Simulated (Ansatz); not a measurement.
## A defect in a wire: Cu wire along [110], 4 atoms a period, divacancy of Cu and Cu

What does the defect do to the conductance?

Main program and level: Ansatz 0.2.0; DFT PBE, plane waves, PAW; relaxation of a wire's period, in the first sound run; inputs show where later runs differ.

## Step 1: The starting structure

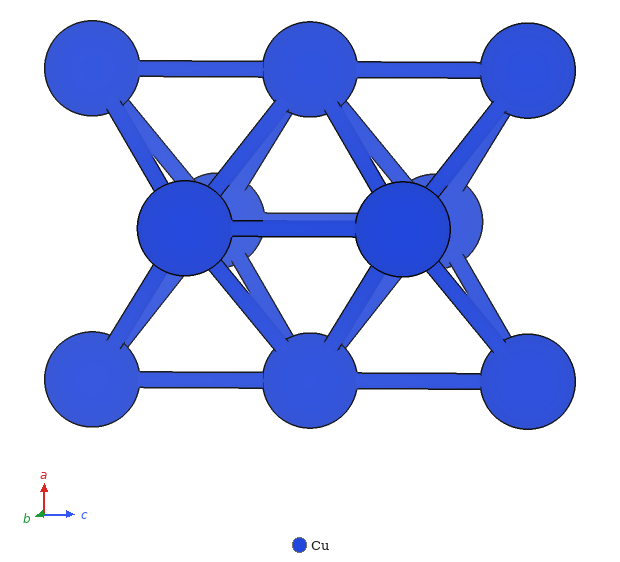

The cell as given, from the side, with the c axis across the page (copper blue). 1×1×2 cells are drawn. Some periodic images of atoms are drawn too.

The cell holds 4 atoms: 4 Cu. Cell: a = 10.430 Å, b = 9.367 Å, c = 2.567 Å, α = 90.0°, β = 90.0°, γ = 90.0°. Vacuum lies along a and b. The structure's axis is c.

## Step 2: The relaxed wire

Band widths follow the bond lengths, so the wire is relaxed first. The atoms and the third cell vector are free; the box across stays fixed as vacuum. A Fermi-Dirac smearing is set since the result may be a metal. The pressure printed is a third of the stress's trace over the whole box, vacuum included; only the stress along the axis is relaxed.

File input.yaml:

```yaml
crystal:
  lattice:
    - [10.43, 0.0, 0.0]
    - [0.0, 9.367, 0.0]
    - [0.0, 0.0, 2.5667976157]
  atoms:
    - { symbol: Cu, position: [0.325982742, 0.499989197, 0.0] }
    - { symbol: Cu, position: [0.674017258, 0.499989197, 0.0] }
    - { symbol: Cu, position: [0.5, 0.362976407, 0.5] }
    - { symbol: Cu, position: [0.5, 0.637001987, 0.5] }
kpoints:
  mp_grid: { grid: [1, 1, 32] }
scf:
  occupations: { method: fermi_dirac, width: 0.05 }
hamiltonian:
  xc: pbe
relax:
  cell: { fix: [a, b, alpha, beta, gamma] }
  max_steps: 60
```

Run with:

```bash
> ansatz run input.yaml --threads 4 --pin off --max-ram 16384MiB --backend cpu --events-out ev --progress --plain --runs-dir out
```

Numbers of over 12 decimals in the logs are rounded to 6 here.

Output:

```text
Engine: ansatz 0.2.0, aarch64-unknown-linux-gnu
Pseudopotentials: kind: paw
Pseudopotential: Cu, paw, valence charge 19, recommended cutoff 420 eV (normal), Cu.paw.azcp
Functional definition: PBE
  parameter kappa = 0.804
  parameter beta = 0.066725
  exchange = pbe_x(kappa = kappa, mu = beta*pi^2/3)
  correlation = pbe_c(beta = beta)
Crystal: 4 atoms, lattice volume = 250.771 Å³
Basis set: ecut = 420 eV, 4917 PW (Γ), exchange–correlation on 144×128×36 points (8 copies of the dense FFT grid, shifted against one another)
Bands: 46, of which v1, the nominal top of the filled ones, is band 38 counted from 1 (37 counted from 0)
Symmetry: 8 space group operations
Space group: Pmmm (ITA 47), of the structure as read, at distance tolerance 6.3e-5 Å
k-points: 17 of 32
Non-local potential: Cu, projectors of the file, l = 0: 3, l = 1: 2, l = 2: 3, l = 3: 1
PAW form: soft (Blöchl's): semilocal exchange-correlation on the pseudo side does not see the compensation charge
PAW one-centre angular grid: Cu, 590 points (default); XC on 64 Gauss nodes
Initial density: superposition of atomic densities (neutral atoms: chi_scale 0, normalization atom), corrected by the library's trained network
Initial wavefunctions: pseudopotential atomic-orbital guess
Functional: x = pbe(κ = 0.804, μ = 0.219515), c = pbe(β = 0.066725)
SCF iter   1: F=—  HF=-26496.723401 eV  |F-HF|=—  |Δ(HF+E_count)|=         —  Δρ=2.08e-3  dr2=2.11e-2  ethr=1.77e-3  ⟨swp⟩=7.2  Hψ=3228  notcnv=0  defer=6
preconditioner: auto → LDOS  [insulator: Δε(μ)=0.167 eV  Ē_g=6.117 eV  σ=0.050 eV  W_gap=0.56  n_scr=36 (ndim 8)  ℏωp=15.6 eV  f_vac=0.685  D(μ)=1.11/eV (n_scr^D=4)  ε∞_Penn≈7.5  β→1.0]
SCF iter   2: F=—  HF=-26496.738228 eV  |F-HF|=—  |Δ(HF+E_count)|=   1.48e-2  Δρ=4.63e-3  dr2=5.65e-2  ethr=2.78e-5  ⟨swp⟩=3.0  Hψ=1944  notcnv=0  defer=30
SCF iter   3: F=—  HF=-26496.727536 eV  |F-HF|=—  |Δ(HF+E_count)|=   1.07e-2  Δρ=3.20e-3  dr2=1.55e-2  ethr=2.78e-5  ⟨swp⟩=2.1  Hψ=1505  notcnv=0  defer=30
SCF iter   4: F=—  HF=-26496.724580 eV  |F-HF|=—  |Δ(HF+E_count)|=   2.96e-3  Δρ=7.33e-4  dr2=1.37e-3  ethr=2.04e-5  ⟨swp⟩=2.0  Hψ=1339  notcnv=0  defer=31
SCF iter   5: F=—  HF=-26496.724332 eV  |F-HF|=—  |Δ(HF+E_count)|=   2.48e-4  Δρ=1.65e-4  dr2=7.55e-5  ethr=1.80e-6  ⟨swp⟩=2.1  Hψ=1100  notcnv=0  defer=31
SCF iter   6: F=—  HF=-26496.724455 eV  |F-HF|=—  |Δ(HF+E_count)|=   1.22e-4  Δρ=1.60e-4  dr2=4.15e-5  ethr=9.93e-8  ⟨swp⟩=2.0  Hψ=1130  notcnv=0  defer=31
SCF iter   7: F=—  HF=-26496.724447 eV  |F-HF|=—  |Δ(HF+E_count)|=   7.83e-6  Δρ=2.47e-5  dr2=9.65e-7  ethr=5.46e-8  ⟨swp⟩=2.0  Hψ=1114  notcnv=0  defer=31
SCF iter   8: F=-26496.724447 eV  HF=-26496.724447 eV  |F-HF|=5.00e-8  |Δ(HF+E_count)|=   4.68e-7  Δρ=5.02e-6  dr2=6.26e-8  ethr=1.32e-10  ⟨swp⟩=3.1  Hψ=3209  notcnv=0
SCF 1 converged in 8 iterations: F = -26496.724447 eV  dr2 = 6.26e-8
  greatest PAW one-centre occupation: 1.000 electrons in one spin orbital (limit 2), on the Cu atom at site 1 (counted from 0), in its partial waves of l = 0
relax step   1: F+E_penalty+E_count = -26496.72444747 eV  Δ(F+E_penalty+E_count) = +0.000e0 eV  max|allowed force component| = 7.832e-1 eV/Å  Δτ_max = 0.0000 Å  P = -1.732 GPa  Ω = 250.771 Å³  fix = [a, b, alpha, beta, gamma]  reactions: a -1.723, b -0.803 GPa  (8 SCF iters, dr2 threshold 1.00e-7 eV, accepted)
Crystal: 4 atoms, lattice volume = 246.097 Å³
Basis set: ecut = 420 eV, 4809 PW (Γ), exchange–correlation on 144×128×36 points (8 copies of the dense FFT grid, shifted against one another)
Initial density: handed on by an earlier stage of this run
Initial wavefunctions: those handed on with the density
iter 1 solved again at ethr=9.45e-5 eV; its pass at ethr=3.10e-3 eV (dr2=7.18e-2 eV) is discarded
SCF iter   1: F=—  HF=-26496.886177 eV  |F-HF|=—  |Δ(HF+E_count)|=         —  Δρ=6.99e-3  dr2=7.27e-2  ethr=9.45e-5  ⟨swp⟩=2.2  Hψ=3741  notcnv=0
preconditioner: auto → LDOS  [insulator: Δε(μ)=0.165 eV  Ē_g=6.284 eV  σ=0.050 eV  W_gap=0.56  n_scr=36 (ndim 8)  ℏωp=15.7 eV  f_vac=0.688  D(μ)=1.11/eV (n_scr^D=8)  ε∞_Penn≈7.2  β→1.0]
SCF iter   2: F=—  HF=-26496.975679 eV  |F-HF|=—  |Δ(HF+E_count)|=   8.95e-2  Δρ=1.82e-2  dr2=4.69e-1  ethr=9.45e-5  ⟨swp⟩=2.9  Hψ=1692  notcnv=0  recentre
SCF iter   3: F=—  HF=-26496.873420 eV  |F-HF|=—  |Δ(HF+E_count)|=   1.02e-1  Δρ=3.21e-3  dr2=1.52e-2  ethr=9.45e-5  ⟨swp⟩=2.5  Hψ=1666  notcnv=0  defer=31
SCF iter   4: F=—  HF=-26496.870178 eV  |F-HF|=—  |Δ(HF+E_count)|=   3.24e-3  Δρ=4.08e-4  dr2=2.28e-4  ethr=2.01e-5  ⟨swp⟩=2.0  Hψ=1184  notcnv=0  defer=31
SCF iter   5: F=—  HF=-26496.870324 eV  |F-HF|=—  |Δ(HF+E_count)|=   1.46e-4  Δρ=2.74e-4  dr2=1.09e-4  ethr=3.00e-7  ⟨swp⟩=2.2  Hψ=1292  notcnv=0  defer=31
SCF iter   6: F=—  HF=-26496.870307 eV  |F-HF|=—  |Δ(HF+E_count)|=   1.70e-5  Δρ=3.38e-5  dr2=1.79e-6  ethr=1.43e-7  ⟨swp⟩=2.0  Hψ=1113  notcnv=0  defer=31
SCF iter   7: F=—  HF=-26496.870307 eV  |F-HF|=—  |Δ(HF+E_count)|=   5.20e-7  Δρ=1.75e-5  dr2=4.45e-7  ethr=5.26e-10  ⟨swp⟩=5.0  Hψ=3125  notcnv=0
SCF iter   8: F=-26496.870307 eV  HF=-26496.870307 eV  |F-HF|=4.32e-8  |Δ(HF+E_count)|=   4.30e-9  Δρ=5.17e-6  dr2=5.80e-8  ethr=5.26e-10  ⟨swp⟩=4.0  Hψ=2508  notcnv=0
SCF 2 converged in 8 iterations: F = -26496.870307 eV  dr2 = 5.80e-8
relax step   2: F+E_penalty+E_count = -26496.87030734 eV  Δ(F+E_penalty+E_count) = -1.459e-1 eV  max|allowed force component| = 4.108e-1 eV/Å  Δτ_max = 0.0630 Å  P = -0.875 GPa  Ω = 246.097 Å³  energy of the carried Pulay correction = +6.581e-4 eV  fix = [a, b, alpha, beta, gamma]  reactions: a -0.858, b -0.286 GPa  (8 SCF iters, dr2 threshold 4.00e-7 eV, accepted)
Crystal: 4 atoms, lattice volume = 239.880 Å³
Basis set: ecut = 420 eV, 4649 PW (Γ), exchange–correlation on 144×128×36 points (8 copies of the dense FFT grid, shifted against one another)
iter 1 solved again at ethr=1.62e-4 eV; its pass at ethr=3.10e-3 eV (dr2=1.23e-1 eV) is discarded
SCF iter   1: F=—  HF=-26496.944660 eV  |F-HF|=—  |Δ(HF+E_count)|=         —  Δρ=9.26e-3  dr2=1.26e-1  ethr=1.62e-4  ⟨swp⟩=2.1  Hψ=3809  notcnv=0
preconditioner: auto → LDOS  [insulator: Δε(μ)=0.147 eV  Ē_g=6.517 eV  σ=0.050 eV  W_gap=0.51  n_scr=40 (ndim 8)  ℏωp=15.9 eV  f_vac=0.695  D(μ)=1.22/eV (n_scr^D=8)  ε∞_Penn≈7.0  β→1.0]
SCF iter   2: F=—  HF=-26497.082346 eV  |F-HF|=—  |Δ(HF+E_count)|=   1.38e-1  Δρ=2.30e-2  dr2=7.27e-1  ethr=1.62e-4  ⟨swp⟩=3.1  Hψ=1929  notcnv=0  recentre
SCF iter   3: F=—  HF=-26496.921847 eV  |F-HF|=—  |Δ(HF+E_count)|=   1.60e-1  Δρ=4.21e-3  dr2=2.55e-2  ethr=1.62e-4  ⟨swp⟩=2.8  Hψ=1698  notcnv=0  defer=30
SCF iter   4: F=—  HF=-26496.916343 eV  |F-HF|=—  |Δ(HF+E_count)|=   5.50e-3  Δρ=5.84e-4  dr2=4.34e-4  ethr=3.36e-5  ⟨swp⟩=2.0  Hψ=1220  notcnv=0  defer=30
SCF iter   5: F=—  HF=-26496.916389 eV  |F-HF|=—  |Δ(HF+E_count)|=   4.61e-5  Δρ=4.72e-4  dr2=3.31e-4  ethr=5.70e-7  ⟨swp⟩=3.0  Hψ=1695  notcnv=0  defer=30
SCF iter   6: F=—  HF=-26496.916491 eV  |F-HF|=—  |Δ(HF+E_count)|=   1.02e-4  Δρ=3.62e-5  dr2=3.01e-6  ethr=4.36e-7  ⟨swp⟩=2.0  Hψ=1090  notcnv=0  defer=30
SCF iter   7: F=—  HF=-26496.916495 eV  |F-HF|=—  |Δ(HF+E_count)|=   4.45e-6  Δρ=3.43e-5  dr2=1.76e-6  ethr=5.26e-10  ⟨swp⟩=6.0  Hψ=3524  notcnv=0
SCF iter   8: F=-26496.916495 eV  HF=-26496.916495 eV  |F-HF|=1.20e-7  |Δ(HF+E_count)|=   1.58e-7  Δρ=8.41e-6  dr2=1.25e-7  ethr=5.26e-10  ⟨swp⟩=3.2  Hψ=3186  notcnv=0
SCF 3 converged in 8 iterations: F = -26496.916495 eV  dr2 = 1.25e-7
relax step   3: F+E_penalty+E_count = -26496.91649509 eV  Δ(F+E_penalty+E_count) = -4.619e-2 eV  max|allowed force component| = 1.734e-1 eV/Å  Δτ_max = 0.0791 Å  P = +0.408 GPa  Ω = 239.880 Å³  energy of the carried Pulay correction = +1.553e-3 eV  fix = [a, b, alpha, beta, gamma]  reactions: a +0.346, b +0.421 GPa  (8 SCF iters, dr2 threshold 4.00e-7 eV, accepted)
[...]
relax step   4: F+E_penalty+E_count = -26496.92012870 eV  Δ(F+E_penalty+E_count) = -3.634e-3 eV  max|allowed force component| = 6.386e-2 eV/Å  Δτ_max = 0.0733 Å  P = +0.225 GPa  Ω = 240.187 Å³  energy of the carried Pulay correction = +1.508e-3 eV  fix = [a, b, alpha, beta, gamma]  reactions: a +0.197, b +0.183 GPa  (8 SCF iters, dr2 threshold 4.00e-7 eV, accepted)
[...]
relax step   5: F+E_penalty+E_count = -26496.92210135 eV  Δ(F+E_penalty+E_count) = -1.973e-3 eV  max|allowed force component| = 8.115e-3 eV/Å  Δτ_max = 0.0289 Å  P = +0.020 GPa  Ω = 241.737 Å³  energy of the carried Pulay correction = +1.283e-3 eV  fix = [a, b, alpha, beta, gamma]  reactions: a +0.058, b +0.118 GPa  (7 SCF iters, dr2 threshold 2.55e-7 eV, accepted)
[...]
relax step   6: F+E_penalty+E_count = -26496.92241055 eV  Δ(F+E_penalty+E_count) = -3.092e-4 eV  max|allowed force component| = 5.691e-3 eV/Å  Δτ_max = 0.0068 Å  P = +0.059 GPa  Ω = 241.136 Å³  energy of the carried Pulay correction = +1.370e-3 eV  fix = [a, b, alpha, beta, gamma]  reactions: a +0.053, b +0.121 GPa  (8 SCF iters, dr2 threshold 3.36e-8 eV, accepted)
Initial wavefunctions: pseudopotential atomic-orbital guess (no wavefunctions were taken with the density)
iter 1 solved again at ethr=7.24e-6 eV; its pass at ethr=3.10e-3 eV (dr2=5.50e-3 eV) is discarded
SCF iter   1: F=—  HF=-26496.920297 eV  |F-HF|=—  |Δ(HF+E_count)|=         —  Δρ=7.03e-5  dr2=1.96e-6  ethr=7.24e-6  ⟨swp⟩=2.9  Hψ=5093  notcnv=0
eigensolver tolerance schedule: the retry pair's looser diagonalisation over-reported the residual by 2809.76 of it (diagonalisation noise at an unbounded share of the residual, at the tolerance the schedule requests for it); recorded, not acted on — ethr = c·dr2/N_el stays at c = 1.0e-1
preconditioner: auto → LDOS  [insulator: Δε(μ)=0.162 eV  Ē_g=6.549 eV  σ=0.050 eV  W_gap=0.53  n_scr=36 (ndim 8)  ℏωp=15.9 eV  f_vac=0.694  D(μ)=1.12/eV (n_scr^D=8)  ε∞_Penn≈6.9  β→1.0]
SCF iter   2: F=—  HF=-26496.920433 eV  |F-HF|=—  |Δ(HF+E_count)|=   1.36e-4  Δρ=1.75e-4  dr2=4.34e-5  ethr=2.58e-9  ⟨swp⟩=3.0  Hψ=1804  notcnv=0
SCF iter   3: F=—  HF=-26496.920433 eV  |F-HF|=—  |Δ(HF+E_count)|=   5.90e-7  Δρ=1.93e-4  dr2=5.11e-5  ethr=2.58e-9  ⟨swp⟩=3.0  Hψ=1795  notcnv=0
SCF iter   4: F=—  HF=-26496.920423 eV  |F-HF|=—  |Δ(HF+E_count)|=   1.03e-5  Δρ=5.34e-5  dr2=3.97e-6  ethr=2.58e-9  ⟨swp⟩=2.5  Hψ=1553  notcnv=0
SCF iter   5: F=—  HF=-26496.920422 eV  |F-HF|=—  |Δ(HF+E_count)|=   8.16e-7  Δρ=8.56e-6  dr2=1.00e-7  ethr=2.58e-9  ⟨swp⟩=2.0  Hψ=1144  notcnv=0
SCF iter   6: F=—  HF=-26496.920422 eV  |F-HF|=—  |Δ(HF+E_count)|=   2.42e-8  Δρ=5.60e-7  dr2=4.60e-10  ethr=1.32e-10  ⟨swp⟩=2.5  Hψ=1380  notcnv=0
SCF iter   7: F=-26496.920422 eV  HF=-26496.920422 eV  |F-HF|=5.46e-11  |Δ(HF+E_count)|=  1.09e-11  Δρ=7.95e-8  dr2=1.28e-11  ethr=1.00e-12  ⟨swp⟩=4.0  Hψ=3592  notcnv=0
SCF 7 converged in 7 iterations: F = -26496.920422 eV  dr2 = 1.28e-11
relax step   7: F+E_penalty+E_count = -26496.92042224 eV  Δ(F+E_penalty+E_count) = +1.988e-3 eV  max|allowed force component| = 5.516e-3 eV/Å  Δτ_max = 0.0000 Å  P = +0.067 GPa  Ω = 241.136 Å³  fix = [a, b, alpha, beta, gamma]  reactions: a +0.058, b +0.125 GPa  stress off target by 1.84e-2 GPa on what of the cell is left free  SCF on the basis re-selected at this cell (its energy is not comparable with the rows above)  (7 SCF iters)
basis re-selected at this cell: Δ(F+E_penalty+E_count) = +1.988e-3 eV, ΔP = +0.008 GPa vs the last step (what re-selecting the basis moved, of the pressure what is left beyond the Pulay correction that the steps carried, after the strain that the cell walked since its last selection, with what the two solves' SCF thresholds leave and, on support functions, any second-order correction that the steps lacked; it is no m [...]
SCF converged after 7 iterations
Free energy (F): -26496.920422 eV
Harris-Foulkes:  -26496.920422 eV  (|F-HF|=5.46e-11)
Internal energy: -26496.911289 eV  (E = F + TS)
E sigma→0 (E₀):  -26496.915855 eV
Entropy (-TS):   -0.009134 eV (-2.283 meV/atom)
Fermi energy:    -0.165646 eV
--- Per-component energies (eV) ---
  E_band       = -2680.045011
  E_kinetic    = 1199.596989
  E_local      = -51555.567625  (includes V_loc(G=0)·N_el)
  E_nonlocal   = 1578.535409
  E_hartree    = 24195.175600
  E_xc         = -351.270269
  E_vxc        = -452.554297  (∫ρ·V_xc dr)
  E_paw        = -6669.326993  (= ΣΔE_a)
  E_vpaw       = -1840.408097  (= ΣTr[D̂ρ^β])
  E_aug_tail   = 0.001225  (compensation charges beyond the density's cutoff)
  E_ewald      = 5105.944374
  E_smearing   = -0.009134  (= −TS)
  E_closure    = 0.000000  (closes the sum)
  Σ components = -26496.920422   (vs F -26496.920422, Δ=0.00e0)
--- Forces (eV/Å), atoms counted from 1 ---
  atom   1  Cu     0.00460251     0.00000000     0.00000000
  atom   2  Cu    -0.00460251     0.00000000     0.00000000
  atom   3  Cu    -0.00000000     0.00551639     0.00000000
  atom   4  Cu     0.00000000    -0.00551639     0.00000000
  max |Σ_I F_I| component: 1.73e-18 eV/Å
--- Stress (GPa, compression-positive) ---
        0.057525       0.000000       0.000000
        0.000000       0.125305       0.000000
        0.000000       0.000000       0.018353
  P = ⅓ Tr σ = 0.0671 GPa (0.671 kbar)
--- Relaxed structure (6 steps of the walk, 6 accepted, 1 SCFs on fresh bases) ---
  F+E_penalty+E_count = -26496.92042224 eV   max|allowed force component| = 5.516e-3 eV/Å   (the final SCF, on the basis selected at the relaxed cell)
  cell:  # Å, volume = 241.1359 Å³
    - [10.43, 0.0, 0.0]
    - [0.0, 9.367, 0.0]
    - [0.0, 0.0, 2.468181]
  atoms:
    - { symbol: Cu, position: [0.341528, 0.499989, 0.0] }
    - { symbol: Cu, position: [0.658472, 0.499989, 0.0] }
    - { symbol: Cu, position: [0.5, 0.358579, 0.5] }
    - { symbol: Cu, position: [0.5, 0.641399, 0.5] }
```

Run time: 22 s. Hardware: 4 threads of Arm Neoverse V1, shared host; peak memory 0.59 GiB; 84 s of CPU time.

Relaxation path:

```tsv
step	energy less that of the first step (eV)	largest force component (eV/Å)	pressure (GPa)	volume (Å³)
1	0.0000	0.7832	-1.73	250.77
2	-0.1459	0.4108	-0.88	246.10
3	-0.1920	0.1734	0.41	239.88
4	-0.1957	0.0639	0.22	240.19
5	-0.1977	0.0081	0.02	241.74
6	-0.1980	0.0057	0.06	241.14
7*	-0.1960	0.0055	0.07	241.14
```

Relaxation steps marked * repeat the geometry before them on a plane-wave basis chosen anew for their cell, so energy and pressure can jump there.

Forces are held to the 8 operations that the run works with; a distortion that breaks them can't arise in this run.

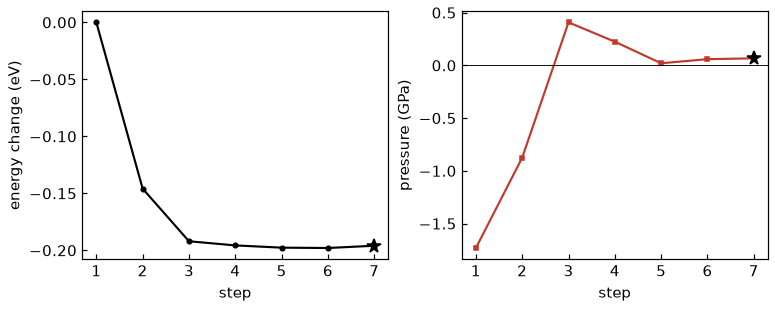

Energy and pressure along the relaxation. Stars mark steps on a basis chosen anew.

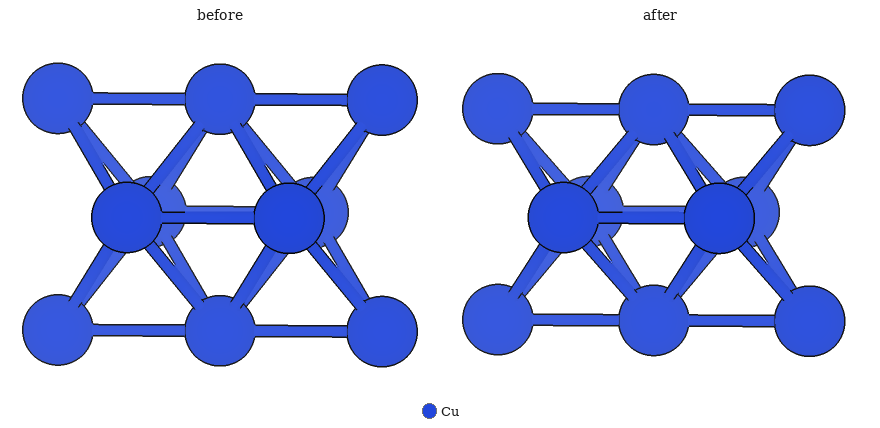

Before and after, at one scale.

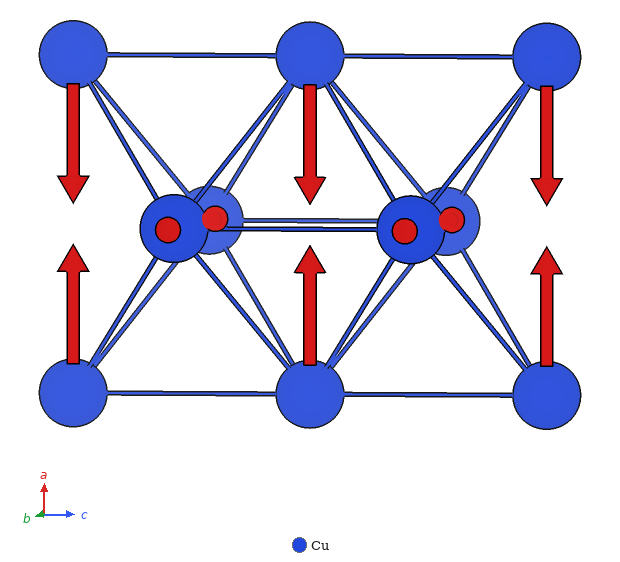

Displacements in the relaxation, exaggerated, measured against the changing cell; the longest in the cell stands for 0.16 Å. 1×1×2 cells are drawn. Some periodic images of atoms are drawn too.

```tsv
cell as run	before	after	change
c (Å)	2.567	2.468	-3.8 %
```

The atoms that moved most (Å, along periodic axes as changes of fractional coordinates times the final cell, across vacuum about the mean position):

```tsv
atom	dx	dy	dz	length
Cu1	0.162	0.000	0.000	0.162
Cu2	-0.162	0.000	0.000	0.162
Cu4	0.000	0.041	0.000	0.041
Cu3	0.000	-0.041	0.000	0.041
```

The relaxed structure:

```cif
data_structure
_symmetry_space_group_name_H-M 'P 1'
_symmetry_Int_Tables_number 1
_cell_length_a 10.4300
_cell_length_b 9.3670
_cell_length_c 2.4682
_cell_angle_alpha 90.000
_cell_angle_beta 90.000
_cell_angle_gamma 90.000
_cell_volume 241.14
loop_
_atom_site_label
_atom_site_type_symbol
_atom_site_fract_x
_atom_site_fract_y
_atom_site_fract_z
_atom_site_occupancy
Cu1 Cu 0.34153 0.49999 0.00000 1
Cu2 Cu 0.65847 0.49999 0.00000 1
Cu3 Cu 0.50000 0.35858 0.50000 1
Cu4 Cu 0.50000 0.64140 0.50000 1
```

This step gave:

```
energy at zero smearing    : -26496.9159 eV
cell length along the wire : 2.468 Å
```

The cell's length comes to 2.468 Å with spin left out.

(Continued in part 2 of 3.)

[Logs are printed without paths, hosts, clocks, repeated set-up lines and the standing remarks that a program may print on its own settings, such as how far it seeks lower states.]

[Hosts, paths, dates, database ids (printed as entryN), source tags and the programs' standing remarks are cut or masked in the printed files.]
